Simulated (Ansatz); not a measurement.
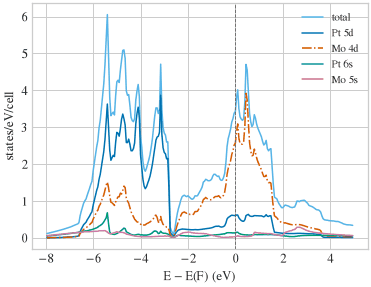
Figure. Total and projected density of states of MoPt (rock salt, Fm-3m), the program Ansatz at the PBEsol level (PAW)

Task: Which orbitals carry the states next to the Fermi level?

Result: Within 0.5 eV of the Fermi level: Mo 4d 76 %, Pt 5d 17 %. Projections are on Löwdin-orthogonalised atomic valence shells; empty p or d shells of many metals are not among them.

Task: Where is the tallest occupied peak in this window, and what makes it?

Result: Near -5.4 eV, about 6.1 states/eV per cell; the largest projected share is Pt 5d.

The start of the workflow was typed in or built on a structure type; neither database checked (COD, Materials Project) lists it. Whether it is the stable phase at ambient conditions was not checked. Symmetry was held in the PBEsol relaxation; whether a distortion lowers the energy is not shown. The run is not spin-polarised. Its formation energy is positive at this level, so the cell may be metastable or incomplete. Spin–orbit coupling is left out wherever it is not named.

Potentials: the earlier of the program's two PAW sets. The files were generated under PBE; for other functionals the program regenerates the frozen cores, and for LDA and PBEsol the local potential too.
